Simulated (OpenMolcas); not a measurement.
# CH2NOSi (SMILES O=C=N[SiH2]) at 6 levels

Aim: a comparison of 6 runs (U-r2SCAN/6-311+G**, U-revPBE/6-311+G**, UBHLYP/6-311+G**, UM06-2X/6-311+G**, UPBE0/6-311+G**, USVWN5/6-311+G**) of CH2NOSi. 

The calculation is run with OpenMolcas 26.06.

**1. The molecule**

CH2NOSi: 6 atoms, total charge 0, spin state doublet. As SMILES, `O=C=N[SiH2]`. The coordinates come from a PBE0-D4/def2-TZVP relaxation.

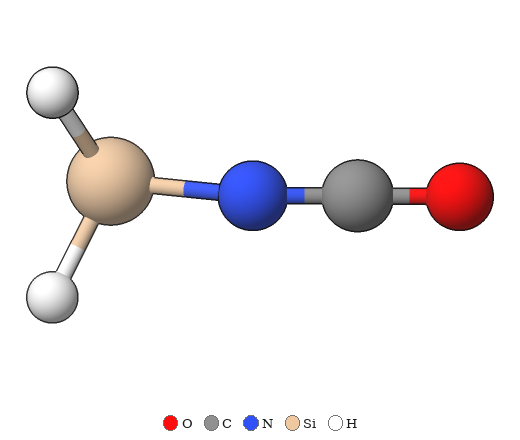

Viewed from a chosen angle; oxygen red, carbon grey, nitrogen blue, silicon light orange, hydrogen white.

**2. A single-point energy at U-r2SCAN/6-311+G(d,p) (run 1)**

Input file test.input:

```
* CH2NOSi Kohn-Sham DFT
>>> EXPORT MOLCAS_PRINT=2

&GATEWAY
  BASLIB=$CurrDir
  COORD
  6
  angstrom
  O        1.089700      -2.025700       1.610400
  C        0.648500      -1.177800       0.945400
  N        0.216300      -0.284900       0.279200
  Si      -0.683300       0.591600      -0.875300
  H        0.261300       1.214200      -1.839100
  H       -1.490500       1.618700      -0.166800
  BASIS=6-311pGss
  GROUP=NoSym

&SEWARD
  GRIDINPUT
  Grid=UltraFine
  End of Grid

&SCF
  UHF
  SPIN=2
  KSDFT=2
  1.0 MGGA_X_R2SCAN
  1.0 MGGA_C_R2SCAN
  THRESHOLDS=1e-10 1e-07 1e-07 1e-05
  PRORBITALS=1 1
```

The basis set 6-311+G** is read from a file made from the Basis Set Exchange's data (not shown).

Command:

```bash
$ export MOLCAS_MEM=1860
$ pymolcas test.input > test.log
```

Output:

```text
--- Start Module: gateway ---
[...]
--- Stop Module: gateway /rc=_RC_ALL_IS_WELL_ ---
--- Start Module: seward ---
[...]
      Basis functions          108
--- Stop Module: seward /rc=_RC_ALL_IS_WELL_ ---
[...]
--- Start Module: scf ---
[...]
       Convergence after  18 Iterations
[...]
::    Total KS-DFT energy                            -458.7064715147
[...]
      Total spin, S                                     0.5014946048
[...]
      Total electronic charge=   37.000000
      Total            charge=   -0.000000
[...]
      Dipole Moment (debye):
      Origin of the operator (angstrom)=    0.1095   -0.4322    0.2015
                   X= -9.8707E-01               Y=  1.0957E+00               Z= -1.2980E+00           Total=  1.9646E+00
      Quadrupole Moment (debye*angstrom):
[...]
--- Stop Module: scf /rc=_RC_ALL_IS_WELL_ ---
[...]
```

Run time: 51 s. Hardware: 1 thread of Intel Xeon 6975P-C (Granite Rapids), shared host; peak memory 0.63 GiB.

**3. Energy and forces at U-revPBE/6-311+G(d,p) (run 2)**

Input file test.input:

```
* CH2NOSi Kohn-Sham DFT
>>> EXPORT MOLCAS_PRINT=2

&GATEWAY
  BASLIB=$CurrDir
  COORD
  6
  bohr
  O      2.05923456    -3.82801821     3.04321495
  C      1.22548739    -2.22571943     1.78654708
  N      0.40874776    -0.53838297     0.52761153
  Si    -1.29124986     1.11796198    -1.65407728
  H      0.49378544     2.29450546    -3.47539532
  H     -2.81663679     3.05889968    -0.31520632
  BASIS=6-311pGss
  GROUP=NoSym

&SEWARD
  GRIDINPUT
  Grid=UltraFine
  End of Grid

&SCF
  UHF
  SPIN=2
  KSDFT=revPBE
  THRESHOLDS=1e-10 1e-07 1e-07 1e-05
  PRORBITALS=1

&ALASKA
```

The basis set 6-311+G** is read from a file made from the Basis Set Exchange's data (not shown).

Command:

```bash
$ export MOLCAS_MEM=1860
$ pymolcas test.input > test.log
```

Output:

```text
--- Start Module: gateway ---
[...]
--- Stop Module: gateway /rc=_RC_ALL_IS_WELL_ ---
[...]
      Basis functions          108
[...]
--- Start Module: scf ---
[...]
       Convergence after  19 Iterations
[...]
::    Total KS-DFT energy                            -458.7154678131
[...]
      Total spin, S                                     0.5009579942
[...]
      Dipole Moment (debye):
      Origin of the operator (angstrom)=    0.1095   -0.4322    0.2015
                   X= -9.0273E-01               Y=  1.0525E+00               Z= -1.1992E+00           Total=  1.8333E+00
      Quadrupole Moment (debye*angstrom):
[...]
--- Stop Module: scf /rc=_RC_ALL_IS_WELL_ ---
[...]
--- Start Module: alaska ---
[...]
 *              Molecular gradients               *
 **************************************************
  Irreducible representation: a
 ------------------------------------------------------------------------------------------
                              X                       Y                       Z
 ------------------------------------------------------------------------------------------
  O1               -1.45547293262025E-02    2.78772999456081E-02   -2.19214420620997E-02
  C2                1.43208295779762E-03   -2.30386250218739E-03    2.06006472055331E-03
  N3                5.86203083297576E-03   -1.74069267047781E-02    1.02835895431975E-02
  SI4               7.39230845148953E-03   -2.33101631595822E-03    8.34401058226852E-03
  H5               -3.16603468972998E-03   -2.19310404466677E-03    3.57666529132183E-03
  H6                3.03434177367201E-03   -3.64239037801894E-03   -2.34288807530558E-03
 ------------------------------------------------------------------------------------------
--- Stop Module: alaska /rc=_RC_ALL_IS_WELL_ ---
[...]
```

It took 45 s on 1 thread of Intel Xeon 6975P-C (Granite Rapids), shared host; peak memory 0.63 GiB.

**4. Energy and forces at UBHLYP/6-311+G(d,p) (run 3)**

Input file calc.input:

```
* CH2NOSi Kohn-Sham DFT

&gateway
 baslib=$CurrDir
 coord
 6
 bohr
 O      2.05923456    -3.82801821     3.04321495
 C      1.22548739    -2.22571943     1.78654708
 N      0.40874776    -0.53838297     0.52761153
 Si    -1.29124986     1.11796198    -1.65407728
 H      0.49378544     2.29450546    -3.47539532
 H     -2.81663679     3.05889968    -0.31520632
 basis=6-311pGss
 group=NoSym

&seward
 gridinput
 Grid=UltraFine
 End of Grid

&scf
 uhf
 spin=2
 ksdft=HYB_GGA_XC_BHANDHLYP
 thresholds=1e-10 1e-07 1e-07 1e-05
 prorbitals=1

&alaska
```

The basis set 6-311+G** is read from a file made from the Basis Set Exchange's data (not shown).

Command:

```bash
$ export MOLCAS_MEM=1860
$ pymolcas calc.input > calc.log
```

Output:

```text
--- Start Module: gateway ---
[...]
--- Stop Module: gateway /rc=_RC_ALL_IS_WELL_ ---
[...]
      Basis functions          108
[...]
--- Start Module: scf ---
[...]
       Convergence after  19 Iterations
[...]
::    Total KS-DFT energy                            -458.7236977943
[...]
      Total spin, S                                     0.5013108639
[...]
      Dipole Moment (debye):
      Origin of the operator (angstrom)=    0.1095   -0.4322    0.2015
                   X= -1.1313E+00               Y=  1.2130E+00               Z= -1.4772E+00           Total=  2.2211E+00
      Quadrupole Moment (debye*angstrom):
[...]
--- Stop Module: scf /rc=_RC_ALL_IS_WELL_ ---
[...]
--- Start Module: alaska ---
[...]
 *              Molecular gradients               *
 **************************************************
  Irreducible representation: a
 ------------------------------------------------------------------------------------------
                              X                       Y                       Z
 ------------------------------------------------------------------------------------------
  O1                7.33750344174844E-03   -1.36100199684339E-02    1.09371445978361E-02
  C2               -1.67980635949713E-03   -1.82722969146454E-04   -1.71652476732698E-03
  N3               -7.41414120268769E-03    1.63767269821697E-02   -1.16809283589856E-02
  SI4               1.24710776344106E-03   -7.13183863152800E-03    3.06761952403889E-03
  H5                2.57971650583988E-03    1.74579474199343E-03   -2.52308687666414E-03
  H6               -2.07038014879846E-03    2.80205984501913E-03    1.91577588116654E-03
 ------------------------------------------------------------------------------------------
--- Stop Module: alaska /rc=_RC_ALL_IS_WELL_ ---
[...]
```

It took 44 s on 1 thread of Intel Xeon 6975P-C (Granite Rapids), shared host; peak memory 0.63 GiB.

Runs 4 to 5 aren't shown in full; the table further down has their settings and results.

**5. Energy and gradient at USVWN5/6-311+G(d,p) (run 6)**

Input file coord.xyz:

```xyz
6

O      1.089700    -2.025700     1.610400
C      0.648500    -1.177800     0.945400
N      0.216300    -0.284900     0.279200
Si    -0.683300     0.591600    -0.875300
H      0.261300     1.214200    -1.839100
H     -1.490500     1.618700    -0.166800
```

Input file run.input:

```
>>> EXPORT MOLCAS_PRINT=2

&GATEWAY
  BasLib = $CurrDir
  Coord = coord.xyz
  Basis = 6-311pGss
  Group = NoSym

&SEWARD
  GridInput
  Grid=UltraFine
  End of Grid

&SCF
  UHF
  Spin = 2
  KSDFT = SVWN5
  Thresholds = 1e-10 1e-07 1e-07 1e-05
  PrOrbitals = 1 2

&ALASKA
```

The basis set 6-311+G** is read from a file made from the Basis Set Exchange's data (not shown).

Command:

```bash
$ export MOLCAS_MEM=1860
$ pymolcas run.input > run.log
```

Output:

```text
--- Start Module: gateway ---
[...]
--- Stop Module: gateway /rc=_RC_ALL_IS_WELL_ ---
[...]
      Basis functions          108
[...]
--- Start Module: scf ---
[...]
       Convergence after  18 Iterations
[...]
::    Total KS-DFT energy                            -456.3432598634
[...]
      Total spin, S                                     0.5004843509
[...]
      Total electronic charge=   37.000000
      Total            charge=   -0.000000
[...]
      Dipole Moment (debye):
      Origin of the operator (angstrom)=    0.1095   -0.4322    0.2015
                   X= -9.2944E-01               Y=  1.1844E+00               Z= -1.2591E+00           Total=  1.9627E+00
      Quadrupole Moment (debye*angstrom):
[...]
--- Stop Module: scf /rc=_RC_ALL_IS_WELL_ ---
[...]
--- Start Module: alaska ---
[...]
 *              Molecular gradients               *
 **************************************************
  Irreducible representation: a
 ------------------------------------------------------------------------------------------
                              X                       Y                       Z
 ------------------------------------------------------------------------------------------
  O1               -5.42079484682745E-03    1.08071672132439E-02   -8.26926511522430E-03
  C2               -6.86585021532182E-04   -9.64825704719008E-04   -4.85078636388275E-04
  N3                5.44588445493388E-03   -8.33633054191729E-03    7.70362106544409E-03
  SI4               1.32285132790777E-03    2.98330014973036E-03    6.97115398997639E-04
  H5               -3.37016463816298E-03   -1.53404098801535E-03    3.07845550252539E-03
  H6                2.70880872369483E-03   -2.95527012834151E-03   -2.72484821527441E-03
 ------------------------------------------------------------------------------------------
--- Stop Module: alaska /rc=_RC_ALL_IS_WELL_ ---
[...]
```

Wall time 27 s (1 thread of Intel Xeon 6975P-C (Granite Rapids), shared host); peak memory 0.63 GiB.

**6. The series**

```csv
run,level,task,energy (Eh),dipole moment (D),HOMO energy (eV),LUMO energy (eV),wall time
1,U-r2SCAN/6-311+G**,energy,-458.706472,1.96,-5.66,-3.28,51 s
2,U-revPBE/6-311+G**,gradient,-458.715468,1.83,-5.32,-3.63,45 s
3,UBHLYP/6-311+G**,gradient,-458.723698,2.22,-7.39,-2.13,44 s
4,UM06-2X/6-311+G**,energy,-458.730409,2.28,-7.33,-2.46,50 s
5,UPBE0/6-311+G**,gradient,-458.505637,2.05,-6.45,-2.87,42 s
6,USVWN5/6-311+G**,gradient,-456.343260,1.96,-5.32,-4.19,27 s
```

**7. Results**

```
                                 quantity          value
                      run 6: total energy  -456.34326 Eh
                     run 6: dipole moment         1.96 D
run 6: HOMO energy (highest over α and β)       -5.32 eV
 run 6: LUMO energy (lowest over α and β)       -4.19 eV
                              run 6: ⟨S²⟩          0.751
          run 6: largest force on an atom     0.753 eV/Å
```

The dipole moment (its size) runs from 1.83 D (U-revPBE/6-311+G**) to 2.28 D (UM06-2X/6-311+G**). Totals of different functionals can't be ranked against each other. All runs together took 4.3 min, the longest 51 s.
